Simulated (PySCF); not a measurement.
## A study: O$_{2}$Se, SMILES `O=[Se]=O`

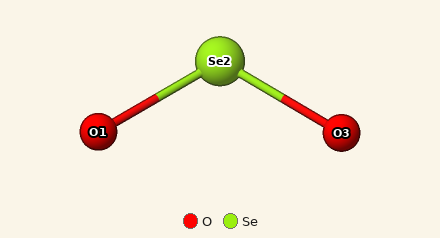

The molecule, with its atoms numbered as below. No frequency check shows the geometry to be a minimum.

Coordinates in Å:

```
O1       1.2793    0.6160    0.0000
Se2     -0.0000   -0.2899    0.0000
O3      -1.2793    0.6160    0.0000
```

Part 1: Bonding charge

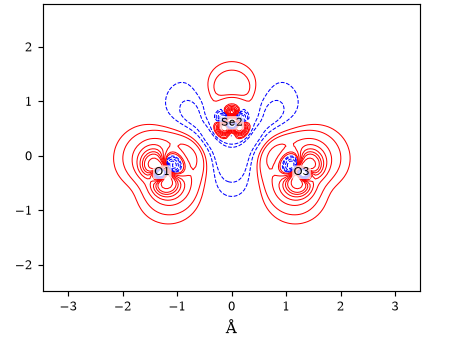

Deformation density (molecule less spherical, spin-averaged free atoms) in the molecular plane; contours at ±0.05 to ±0.8 e/Å³; solid red lines: gain, dashed blue lines: loss.

Method: r2SCAN/def2-SVP; geometry: GFN2-xTB; program: PySCF.

Question: How much density has each bond in this plane gained at its critical point, relative to the free atoms?

Answer: Se2–O3 and O1–Se2: +0.06 e/Å³ at the bond critical point (bond length 1.57 Å, Mayer order 1.8); up to 0.6 Å beside the axis the gain reaches +0.22 e/Å³. In all, 0.8 electrons gather in the regions of gain relative to the promolecule. A small or negative value marks a very polar bond, one between electron-rich atoms, whose free-atom densities already overlap strongly, a long bond to a heavier atom, or a closed-shell contact such as a hydrogen bond.

Question: Where do the Hirshfeld charges lie?

Answer: The highest Hirshfeld charge is on Se2 (+0.54 e), the lowest on O1 and O3 (−0.27 e).

```json
{"atom": "O1", "charge (e)": "−0.27"}
{"atom": "Se2", "charge (e)": "+0.54"}
{"atom": "O3", "charge (e)": "−0.27"}
```

Part 2: Bond critical points

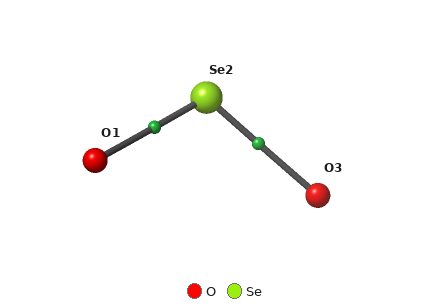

Molecular graph of the electron density (QTAIM): bond paths, bond critical points (green), ring points (magenta, if any); weak paths are dashed.

Question: How many critical points of each kind are there, and does the count close?

Answer: 3 nuclei, 2 bond, 0 ring and 0 cage critical points: 3 − 2 + 0 − 0 = 1, as the Poincaré–Hopf relation requires.

Question: Give the properties at the bond critical points.

Answer:
```csv
bond,length (Å),ρ (a.u.),∇²ρ (a.u.),ε,H (a.u.)
Se2–O3 (2 alike),1.568,0.257,+0.94,0.06,−0.203
```

Question: What kind of interaction is Se2–O3?

Answer: Polar or intermediate (positive Laplacian, negative energy density H): ρ = 0.257, ∇²ρ = +0.94, H = −0.203 a.u.

Part 3: Local ionisation energy

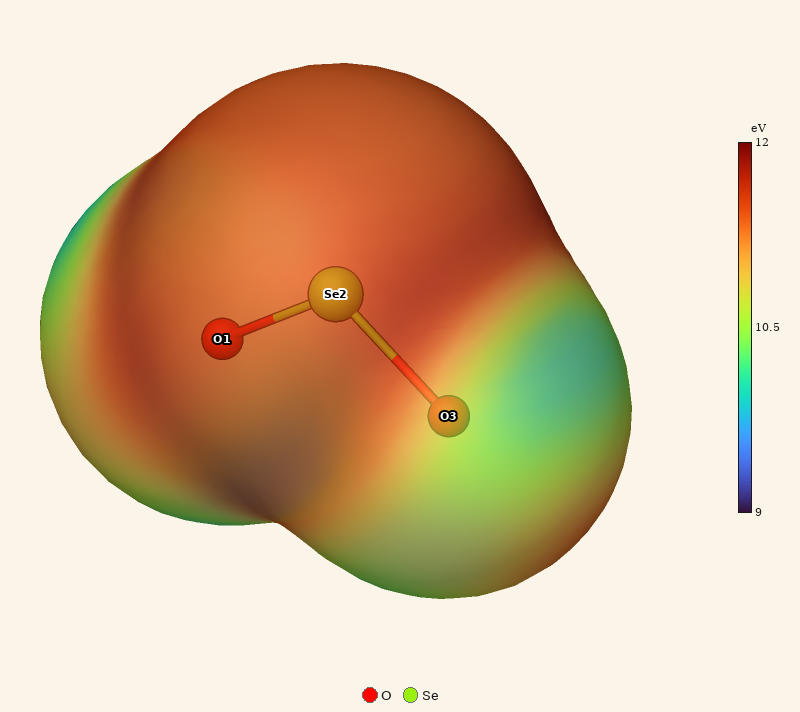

Average local ionisation energy on the surface of electron density 0.001 a.u.

Question: Locate the minima of the map.

Answer: The lowest value is 9.9 eV, 1.7 Å from O3, and at like points elsewhere. Further minima include 10.0 eV, 1.8 Å from O1, and at like points elsewhere; 11.4 eV, 2.2 Å from Se2. For comparison, the highest occupied orbital lies at −7.9 eV.

Part 4: Localised orbitals

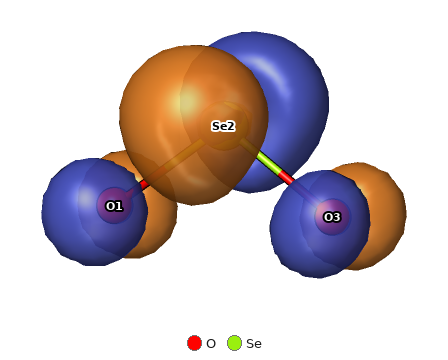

Intrinsic bond orbitals (IBO), occupied and valence-virtual; each surface holds about 70 % of the orbital's density. Energies are diagonal elements of the Fock matrix.

PySCF calculation, ωB97X/def2-SVPD, gas phase; geometry: GFN2-xTB.

Question: What does this orbital represent?

Answer: Delocalised π* orbital mainly over Se2, O1 and O3 (Se2 53 %, O1 24 %, O3 24 %; −1.4 eV).

Part 5: The π system

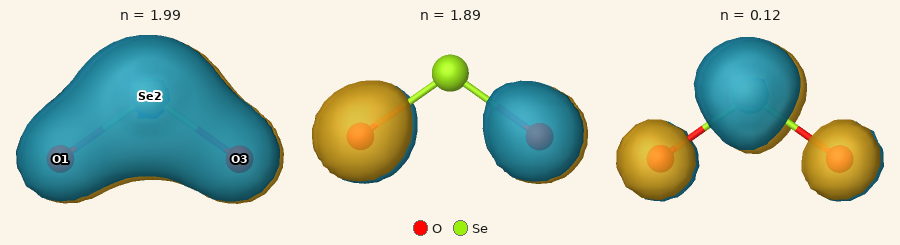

Natural orbitals of the π active space, CASSCF(4,3), singlet state, in order of falling occupation.

Level of theory: cc-pVTZ basis (PySCF), at a geometry from GFN2-xTB.

Question: How multiconfigurational is the state?

Answer: The leading determinant weighs 0.94; the effective number of unpaired electrons, Σ n²(2−n)², is 0.09; the most occupied of the weakly occupied orbitals holds 0.12 e, as in an ordinary closed-shell π system. The active space lowers the energy by 0.99 eV against Hartree–Fock.

Question: Where does the lowest triplet lie relative to the singlet, at this geometry and within this active space?

Answer: 4.16 eV above it by strongly contracted NEVPT2 (+2.41 eV by CASSCF); a small basis tends to put such gaps a few tenths of an eV too high. This is a vertical energy for π states alone; a state that uses lone pairs or σ orbitals may lie lower.

The PySCF runs shown took 8.3 s, 7 s and 46 s on 1 thread of AMD EPYC 7R43 64-Core Processor (Zen 3), with other jobs on the host.
